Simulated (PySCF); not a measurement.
# C₃H₁₃NSi₂: a tour of settings, part 2 of 2

PySCF 2.14.0. Atoms count from 0. The steps go on from the part before.

**5. Spin-spin couplings: PBE/IGLO-II**

What the job is given:

```
{"job": {"kind": "j", "xc": "PBE", "basis": "IGLO-II"}, "charge": 0, "multiplicity": 1}
C     -2.699258    -0.244988     0.184260
C     -1.213687    -0.568372     0.094406
C     -0.360738     0.697522     0.021955
N      1.060077     0.424661    -0.065158
Si     1.698557     0.031606    -1.630676
Si     1.893401     0.070903     1.415946
H     -3.016332     0.326549    -0.685346
H     -2.908809     0.343827     1.074874
H     -3.288750    -1.157774     0.229852
H     -1.017212    -1.173686    -0.793482
H     -0.906147    -1.147543     0.967585
H     -0.550485     1.306820     0.911314
H     -0.664714     1.280461    -0.853175
H      1.026144     0.920279    -2.580986
H      1.450053    -1.365083    -2.017827
H      3.134370     0.278855    -1.569524
H      3.309190     0.314328     1.165804
H      1.698403    -1.314842     1.867569
H      1.346132     0.985728     2.419951
```

Level: PBE/IGLO-II indirect spin-spin coupling, non-relativistic, gas phase.

Output:

```text
coarse grid: 15632 points
cycle   1  E = -755.2414699815  dE =  1.639e-01  |g| = 6.786e-01  |ddm| = 3.137e+00
cycle   2  E = -754.9637115217  dE =  2.778e-01  |g| = 1.250e+00  |ddm| = 1.778e+00
cycle   3  E = -755.3353831999  dE = -3.717e-01  |g| = 2.292e-01  |ddm| = 1.450e+00
cycle   4  E = -755.3453881254  dE = -1.000e-02  |g| = 9.103e-02  |ddm| = 2.355e-01
cycle   5  E = -755.3472590107  dE = -1.871e-03  |g| = 1.589e-02  |ddm| = 7.919e-02
cycle   6  E = -755.3473100202  dE = -5.101e-05  |g| = 5.442e-03  |ddm| = 1.863e-02
cycle   7  E = -755.3473171396  dE = -7.119e-06  |g| = 1.200e-03  |ddm| = 4.992e-03
final grid: 138304 points
cycle   8  E = -755.3652127101  dE = -1.018e-04  |g| = 1.219e-02  |ddm| = 3.938e-02
cycle   9  E = -755.3651423764  dE =  7.033e-05  |g| = 2.072e-02  |ddm| = 2.385e-02
cycle  10  E = -755.3652447552  dE = -1.024e-04  |g| = 3.075e-03  |ddm| = 1.762e-02
cycle  11  E = -755.3652467270  dE = -1.972e-06  |g| = 7.109e-04  |ddm| = 2.785e-03
cycle  12  E = -755.3652468408  dE = -1.139e-07  |g| = 1.339e-04  |ddm| = 7.199e-04
cycle  13  E = -755.3652468451  dE = -4.255e-09  |g| = 5.251e-05  |ddm| = 1.878e-04
cycle  14  E = -755.3652468457  dE = -6.230e-10  |g| = 9.340e-06  |ddm| = 3.638e-05
converged SCF energy = -755.3652468457

Indirect spin-spin couplings (Hz)
  i      j    bonds     total        FC       PSO       DSO        SD
  0 C    1 C    1     25.955    26.051    -0.281     0.185         -
  0 C    2 C    2      1.823     1.984    -0.190     0.029         -
  0 C    3 N    3     -1.979    -2.056     0.071     0.016    -0.010
  0 C    6 H    1    111.896   110.188     1.035     0.674         -
  0 C    7 H    1    112.039   110.331     1.035     0.673         -
  0 C    8 H    1    113.647   111.969     1.040     0.638         -
  0 C    9 H    2     -3.021    -3.014     0.156    -0.163         -
  0 C   10 H    2     -3.047    -3.040     0.155    -0.163         -
  0 C   11 H    3      1.650     1.635    -0.054     0.069         -
  0 C   12 H    3      1.676     1.661    -0.055     0.070         -
  1 C    2 C    1     27.591    27.966    -0.627     0.253         -
  1 C    3 N    2      0.387     0.145     0.248    -0.025     0.018
  1 C    4 Si   3     -0.402    -0.435     0.030    -0.001     0.004
  1 C    5 Si   3     -0.410    -0.443     0.030    -0.002     0.004
  1 C    6 H    2     -3.592    -3.633     0.181    -0.140         -
  1 C    7 H    2     -3.547    -3.588     0.183    -0.142         -
  1 C    8 H    2     -2.585    -2.588     0.165    -0.162         -
  1 C    9 H    1    115.225   113.614     0.608     1.003         -
  1 C   10 H    1    115.062   113.450     0.609     1.003         -
  1 C   11 H    2     -1.545    -1.495    -0.039    -0.011         -
  1 C   12 H    2     -1.585    -1.534    -0.041    -0.009         -
  1 C   13 H    4      0.448     0.454     0.024    -0.030         -
  1 C   14 H    4     -0.268    -0.314    -0.093     0.138         -
  1 C   15 H    4     -0.626    -0.569     0.252    -0.309         -
  1 C   16 H    4     -0.627    -0.570     0.252    -0.309         -
  1 C   17 H    4     -0.272    -0.318    -0.093     0.139         -
  1 C   18 H    4      0.450     0.457     0.024    -0.030         -
  2 C    3 N    1     -2.114    -1.560     0.112    -0.130    -0.536
  2 C    4 Si   2     -1.153    -1.500     0.299     0.003     0.045
  2 C    5 Si   2     -1.158    -1.505     0.299     0.003     0.045
  2 C    6 H    3      3.088     3.060    -0.092     0.120         -
  2 C    7 H    3      2.978     2.952    -0.089     0.116         -
  2 C    8 H    3     13.627    13.637     0.347    -0.357         -
  2 C    9 H    2     -4.094    -4.039    -0.095     0.040         -
  2 C   10 H    2     -4.098    -4.043    -0.095     0.040         -
  2 C   11 H    1    120.429   119.271     0.005     1.153         -
  2 C   12 H    1    120.363   119.204     0.005     1.153         -
  2 C   13 H    3      3.834     3.830    -0.141     0.145         -
  2 C   14 H    3     -0.481    -0.423     0.061    -0.119         -
  2 C   15 H    3      5.334     5.460     0.290    -0.417         -
  2 C   16 H    3      5.328     5.455     0.290    -0.416         -
  2 C   17 H    3     -0.482    -0.424     0.061    -0.119         -
  2 C   18 H    3      3.821     3.817    -0.141     0.145         -
  3 N    4 Si   1      7.028     9.266    -2.660     0.055     0.366
  3 N    5 Si   1      7.044     9.281    -2.659     0.055     0.367
  3 N    6 H    4      0.159     0.144    -0.031     0.054    -0.007
  3 N    7 H    4      0.160     0.145    -0.032     0.054    -0.007
  3 N    8 H    4     -0.585    -0.590    -0.075     0.090    -0.011
  3 N    9 H    3     -0.936    -0.928     0.054    -0.084     0.021
  3 N   10 H    3     -0.929    -0.920     0.054    -0.084     0.021
  3 N   11 H    2     -1.271    -1.110    -0.108    -0.050    -0.003
  3 N   12 H    2     -1.275    -1.114    -0.109    -0.049    -0.003
  3 N   13 H    2     -3.060    -3.114     0.016     0.025     0.013
  3 N   14 H    2     -1.865    -1.869    -0.059     0.068    -0.005
  3 N   15 H    2     -5.941    -6.004     0.024     0.022     0.017
  3 N   16 H    2     -5.944    -6.006     0.024     0.022     0.017
  3 N   17 H    2     -1.865    -1.869    -0.059     0.068    -0.005
  3 N   18 H    2     -3.061    -3.115     0.016     0.025     0.013
  4 Si   5 Si   2      8.524     8.651     0.032    -0.018    -0.142
  4 Si   7 H    5     -0.256    -0.273    -0.144     0.157     0.004
  4 Si  11 H    3    -10.197   -10.165    -0.280     0.310    -0.063
  4 Si  12 H    3     -5.847    -5.991     0.187    -0.093     0.051
  4 Si  13 H    1   -179.889  -180.263     0.936    -0.276    -0.286
  4 Si  14 H    1   -174.217  -174.607     0.936    -0.269    -0.278
  4 Si  15 H    1   -180.756  -181.096     0.914    -0.271    -0.303
  4 Si  16 H    3     -1.670    -1.769     0.074    -0.030     0.055
  4 Si  17 H    3      0.401     0.342    -0.077     0.121     0.014
  4 Si  18 H    3     -6.730    -6.734    -0.245     0.299    -0.050
  5 Si   6 H    5     -0.254    -0.271    -0.143     0.157     0.004
  5 Si  11 H    3     -5.808    -5.953     0.186    -0.092     0.051
  5 Si  12 H    3    -10.235   -10.202    -0.280     0.311    -0.063
  5 Si  13 H    3     -6.718    -6.723    -0.245     0.299    -0.050
  5 Si  14 H    3      0.402     0.343    -0.077     0.121     0.014
  5 Si  15 H    3     -1.662    -1.760     0.074    -0.030     0.055
  5 Si  16 H    1   -180.749  -181.089     0.914    -0.271    -0.303
  5 Si  17 H    1   -174.345  -174.735     0.937    -0.269    -0.278
  5 Si  18 H    1   -179.855  -180.230     0.937    -0.276    -0.286
  6 H    7 H    2    -11.222   -11.210     2.507    -2.519         -
  6 H    8 H    2    -12.018   -11.993     2.604    -2.628         -
  6 H    9 H    3      3.325     3.400     0.272    -0.347         -
  6 H   10 H    3     12.517    12.661     2.570    -2.714         -
  6 H   11 H    4     -0.240    -0.189     0.259    -0.310         -
  6 H   15 H    6     -0.164     0.005     0.685    -0.853         -
  7 H    8 H    2    -12.057   -12.033     2.600    -2.624         -
  7 H    9 H    3     12.553    12.697     2.568    -2.712         -
  7 H   10 H    3      3.414     3.488     0.261    -0.335         -
  7 H   12 H    4     -0.240    -0.188     0.272    -0.324         -
  7 H   16 H    6     -0.163     0.005     0.686    -0.854         -
  8 H    9 H    3      3.219     3.314     0.254    -0.349         -
  8 H   10 H    3      3.118     3.214     0.268    -0.364         -
  8 H   11 H    4     -0.421    -0.355     1.303    -1.369         -
  8 H   12 H    4     -0.419    -0.353     1.297    -1.363         -
  9 H   10 H    2    -10.842   -10.975     1.816    -1.683         -
  9 H   11 H    3     10.723    10.864     2.386    -2.527         -
  9 H   12 H    3      4.236     4.233    -0.026     0.029         -
  9 H   14 H    5      0.357     0.070    -1.708     1.995         -
  9 H   15 H    5     -0.376    -0.057     0.830    -1.149         -
  9 H   16 H    5     -0.204     0.020     0.841    -1.065         -
  9 H   18 H    5     -0.179    -0.032     0.919    -1.066         -
 10 H   11 H    3      4.243     4.241    -0.026     0.028         -
 10 H   12 H    3     10.693    10.834     2.387    -2.528         -
 10 H   13 H    5     -0.177    -0.031     0.921    -1.067         -
 10 H   15 H    5     -0.205     0.019     0.842    -1.066         -
 10 H   16 H    5     -0.377    -0.057     0.832    -1.151         -
 10 H   17 H    5      0.355     0.069    -1.708     1.995         -
 11 H   12 H    2    -11.521   -11.594     1.540    -1.467         -
 11 H   13 H    4      0.319     0.396     0.840    -0.917         -
 11 H   14 H    4      0.451     0.657     1.364    -1.570         -
 11 H   15 H    4      0.545     0.771     1.192    -1.418         -
 11 H   16 H    4      0.155     0.510     1.033    -1.389         -
 12 H   15 H    4      0.161     0.517     1.035    -1.391         -
 12 H   16 H    4      0.549     0.774     1.193    -1.419         -
 12 H   17 H    4      0.451     0.656     1.363    -1.568         -
 12 H   18 H    4      0.313     0.390     0.844    -0.921         -
 13 H   14 H    2     10.159    10.726     1.293    -1.860         -
 13 H   15 H    2      2.302     2.939     1.504    -2.140         -
 13 H   16 H    4      0.614     0.894     0.846    -1.126         -
 13 H   17 H    4     -0.180     0.144     1.132    -1.457         -
 13 H   18 H    4      1.245     1.471     0.912    -1.138         -
 14 H   15 H    2      9.096     9.670     1.370    -1.944         -
 14 H   16 H    4     -0.155     0.024     0.461    -0.640         -
 14 H   18 H    4     -0.182     0.143     1.133    -1.458         -
 15 H   16 H    4      0.326    -0.044    -1.313     1.683         -
 15 H   17 H    4     -0.155     0.024     0.461    -0.640         -
 15 H   18 H    4      0.613     0.892     0.846    -1.125         -
 16 H   17 H    2      9.115     9.690     1.371    -1.945         -
 16 H   18 H    2      2.294     2.930     1.504    -2.140         -
 17 H   18 H    2     10.173    10.741     1.296    -1.864         -
```

Wall time 48 s (1 thread of Intel Xeon Platinum 8488C, shared host); peak memory 0.79 GiB.

Couplings of 1 Hz or more, nine at most for each number of bonds, with means over like pairs (isotopes 13C, 1H, 15N, 29Si):

```csv
pair,bonds,J (Hz),Fermi contact (Hz),dihedral (°)
Si4–H13,1,-178.3,-178.7,–
C2–H11,1,120.4,119.2,–
C1–H9,1,115.1,113.5,–
C0–H6,1,112.5,110.8,–
C1–C2,1,27.6,28.0,–
C0–C1,1,26.0,26.1,–
N3–Si4,1,7.0,9.3,–
C2–N3,1,-2.1,-1.6,–
H6–H7,2,-11.8,-11.7,–
H11–H12,2,-11.5,-11.6,–
H9–H10,2,-10.8,-11.0,–
Si4–Si5,2,8.5,8.7,–
H13–H14,2,7.2,7.8,–
C2–H9,2,-4.1,-4.0,–
N3–H13,2,-3.6,-3.7,–
C1–H6,2,-3.2,-3.3,–
C0–H9,2,-3.0,-3.0,–
H9–H11,3,10.7,10.8,-180
Si4–H11,3,-8.0,-8.1,–
C2–H6,3,6.6,6.5,–
H6–H9,3,6.4,6.5,–
H9–H12,3,4.2,4.2,63
C2–H13,3,2.9,3.0,–
Si4–H16,3,-2.7,-2.7,–
C0–N3,3,-2.0,-2.1,-180
C0–H11,3,1.7,1.6,59
```

Where two rows join the same classes of atoms, they are the two kinds of pair (J and J′ of an AA′XX′ pattern), each a mean over its own pairs alone.

The spin-dipole term was solved for some atoms only; pairs without it lack that part.

Quadrupole couplings from the field gradients of the same density:

```csv
atom,isotope,eQq/h (MHz),η
N3,14N,-3.748,0.59
```

Shifts (PBE0/pcSseg-1, scaled to CDCl3 for protons on carbon, raw for the others) and these couplings together give the proton spectrum at 300 MHz below.

1H NMR δ 4.75 (s, 6H), 2.91 (t, J = 6.4 Hz, 2H), 1.58 (sext, J = 6.4 Hz, 2H), 1.00 (t, J = 6.4 Hz, 3H). The letters are first-order; like nuclei with unlike couplings give more lines.

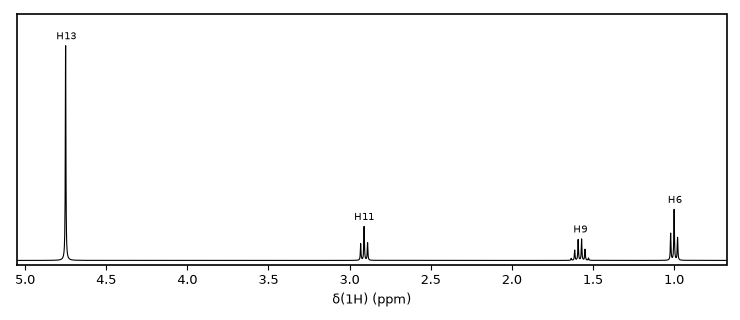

Simulated proton spectrum at 300 MHz, by exact diagonalisation of each spin system; lines 1.2 Hz wide, exchangeable protons uncoupled.

**6. Shielding tensors: BHandHLYP/pcSseg-1**

Settings changed since step 5:

```diff
@@ -1,2 +1,2 @@
-{"job": {"kind": "j", "xc": "PBE", "basis": "IGLO-II"}, "charge": 0, "multiplicity": 1}
+{"job": {"kind": "nmr", "xc": "BHandHLYP", "basis": "pcSseg-1", "pop": true, "scf": {"level_shift": 0.1}}, "charge": 0, "multiplicity": 1}
 C     -2.699258    -0.244988     0.184260
```

With the program's defaults for keys left out, this is: GIAO BHandHLYP/pcSseg-1 NMR shielding, non-relativistic, gas phase.

Output:

```text
final grid: 138304 points
cycle   1  E = -755.6981916398  dE =  4.008e-01  |g| = 4.011e-01  |ddm| = 3.658e+00
cycle   2  E = -755.7239516063  dE = -2.576e-02  |g| = 2.929e-01  |ddm| = 5.265e-01
cycle   3  E = -755.7412100022  dE = -1.726e-02  |g| = 4.284e-02  |ddm| = 2.129e-01
cycle   4  E = -755.7416559887  dE = -4.460e-04  |g| = 1.597e-02  |ddm| = 5.918e-02
cycle   5  E = -755.7417168649  dE = -6.088e-05  |g| = 2.830e-03  |ddm| = 1.788e-02
cycle   6  E = -755.7417194673  dE = -2.602e-06  |g| = 7.550e-04  |ddm| = 5.674e-03
cycle   7  E = -755.7417197036  dE = -2.363e-07  |g| = 1.730e-04  |ddm| = 1.759e-03
cycle   8  E = -755.7417197260  dE = -2.242e-08  |g| = 5.857e-05  |ddm| = 6.493e-04
cycle   9  E = -755.7417197288  dE = -2.712e-09  |g| = 2.280e-05  |ddm| = 2.225e-04
cycle  10  E = -755.7417197291  dE = -3.452e-10  |g| = 5.661e-06  |ddm| = 7.556e-05
level shift removed, Fock matrix diagonalised once more
converged SCF energy = -755.7417197291

GIAO shielding tensors (ppm)
atom      isotropic    diamagn.    paramagn.     s11        s22        s33       span
  0 C      173.226     245.118     -71.892    165.042    167.203    187.434     22.391
  1 C      157.676     249.678     -92.002    144.431    159.704    168.893     24.461
  2 C      129.130     244.808    -115.677    104.439    120.844    162.107     57.668
  3 N      253.221     330.718     -77.497    231.979    252.036    275.649     43.670
  4 Si     402.881     879.602    -476.721    350.251    378.166    480.224    129.973
  5 Si     402.894     879.596    -476.702    350.453    378.113    480.115    129.662
  6 H       31.079      29.623       1.456     26.549     29.386     37.302     10.753
  7 H       31.069      29.599       1.470     26.546     29.354     37.307     10.762
  8 H       30.641      28.086       2.555     26.055     27.809     38.059     12.004
  9 H       30.382      33.611      -3.229     25.332     31.282     34.533      9.201
 10 H       30.387      33.612      -3.225     25.341     31.285     34.535      9.193
 11 H       29.025      33.351      -4.326     24.092     29.886     33.096      9.004
 12 H       29.032      33.361      -4.329     24.105     29.901     33.091      8.986
 13 H       27.561      30.595      -3.034     24.380     25.745     32.558      8.178
 14 H       27.345      30.521      -3.175     23.585     25.625     32.826      9.241
 15 H       27.409      30.290      -2.881     23.655     25.942     32.629      8.974
 16 H       27.410      30.280      -2.871     23.656     25.945     32.628      8.973
 17 H       27.346      30.510      -3.164     23.585     25.626     32.827      9.241
 18 H       27.564      30.590      -3.026     24.384     25.746     32.562      8.178
```

It took 31 s on 1 thread of Intel Xeon Platinum 8488C, shared host; peak memory 0.78 GiB.

In short: δ C2 57.4, C1 28.9, C0 13.4, N3 13.9, H13 4.46, H11 2.87 ppm (means over like atoms).

**7. Side by side: NMR shifts**

Shifts (ppm) of some atoms, chosen among heavy atoms and hydrogens apart, means over like atoms, with basis size and wall time:

```csv
run,C2,C1,C0,H13,H11,N3,Si4,functions,time
PBE0/pcSseg-1,59.8,28.8,12.9,4.75,2.98,17.0,-45.4,181,31 s
PW91/pcSseg-1,63.8,30.3,13.1,4.91,3.11,26.9,-50.5,181,35 s
BHandHLYP/pcSseg-1,57.4,28.9,13.4,4.46,2.87,13.9,-46.5,181,31 s
```

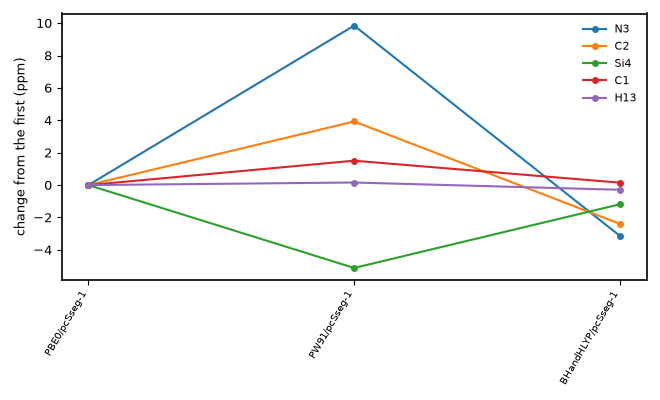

How five of the tabulated atoms move from run to run.

**8. Results**

This closing draws on all 2 parts.

| quantity | value |
| --- | --- |
| 13C shifts against TMS (PBE0/pcSseg-1) | 59.8, 28.8, 12.9 ppm |
| 1H shifts against TMS (PBE0/pcSseg-1, means over atoms taken as alike) | 4.75, 2.98, 1.56, 0.94 ppm |
| 15N shifts against NH3 (PBE0/pcSseg-1) | 17.0 ppm |
| 29Si shifts against TMS (PBE0/pcSseg-1, means over atoms taken as alike) | -45.4 ppm |
| lowest singlet (PBE0/def2-SVPD) | 5.70 eV (217 nm), f = 0.001 |
| brightest single state of those computed | state 3, 6.50 eV, f = 0.027 |
| lowest triplet | 5.43 eV |
| largest coupling of the table (PBE/IGLO-II) | 1J(Si,H) Si4–H13, -178.3 Hz |
| range of the shift of N3 | 13.9 to 26.9 ppm |

In words: Single values in the summary come from the first run of each kind that ended normally (PBE0/pcSseg-1; PBE0/def2-SVPD; PBE/IGLO-II), which need not be the best level. At PBE0/pcSseg-1: Shielding is most anisotropic at Si4, Si5 (span 142 ppm, paramagnetic term -487 ppm). The first singlet state (HOMO→LUMO 0.98) lies at 5.70 eV and is dark; of the 6 states computed, the strongest absorption comes from state 3 at 6.50 eV. The lowest triplet lies 0.27 eV below the lowest singlet (triplets in Tamm-Dancoff, singlets in full TDDFT). Of the pairs tabulated at PBE/IGLO-II, Si4–H13 (mean over like pairs) couples most strongly (-178.3 Hz; Fermi contact -178.7 Hz). Couplings across rotatable bonds belong to this one conformer; where others are populated, the observed values are averages, and the simulated multiplets take (2 J gauche + J anti)/3 across rotating chain bonds. Across the 3 runs the shift of N3 moves most, between 13.9 (BHandHLYP/pcSseg-1) and 26.9 ppm (PW91/pcSseg-1).
